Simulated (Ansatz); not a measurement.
CdS (wurtzite)

```yaml
crystal:
  lattice:
    - [4.19618, 0.00000, 0.00000]
    - [-2.09809, 3.63400, 0.00000]
    - [0.00000, 0.00000, 6.82953]
  atoms:
    - { symbol: Cd, position: [0.33333, 0.66667, 0.99917] }
    - { symbol: Cd, position: [0.66667, 0.33333, 0.49917] }
    - { symbol: S, position: [0.33333, 0.66667, 0.37563] }
    - { symbol: S, position: [0.66667, 0.33333, 0.87563] }
```

The atoms are displaced by Q × the pattern below (from a DFPT mode at Γ, largest move 1; Q in Å), at fixed cell.

```json
[
 {"atom": "Cd1", "x": "0.000", "y": "0.000", "z": "-0.081"},
 {"atom": "Cd2", "x": "0.000", "y": "0.000", "z": "0.081"},
 {"atom": "S3", "x": "0.000", "y": "0.000", "z": "1.000"},
 {"atom": "S4", "x": "0.000", "y": "0.000", "z": "-1.000"}
]
```

Calculation: PBE (plane waves to 420 eV, PAW, scalar-relativistic; Ansatz, a quantum-chemistry and plane-wave program). k mesh 9×9×5 (Γ-centred), Fermi-Dirac smearing 0.05 eV. Energies are smeared free energies. CdS was relaxed with its symmetry unable to fall. The zero of ΔE is the undisplaced structure.

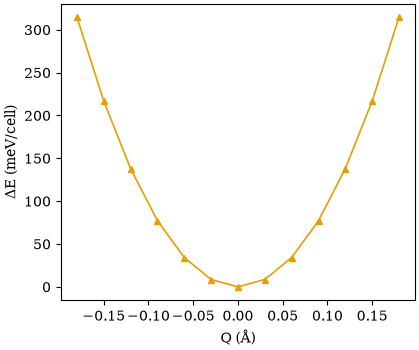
Figure. ΔE (meV/cell) against Q (Å); computed points joined by lines.

### Question
What is the energy change at Q = 0.180 Å?

### Answer
About 310 meV/cell.

### Question
What harmonic wavenumber does the curvature at Q = 0 give?

### Answer
About 280 cm⁻¹.

(For displaced atoms, the force is minus the slope of the energy, and its curvature is a force constant, which sets phonon frequencies.)
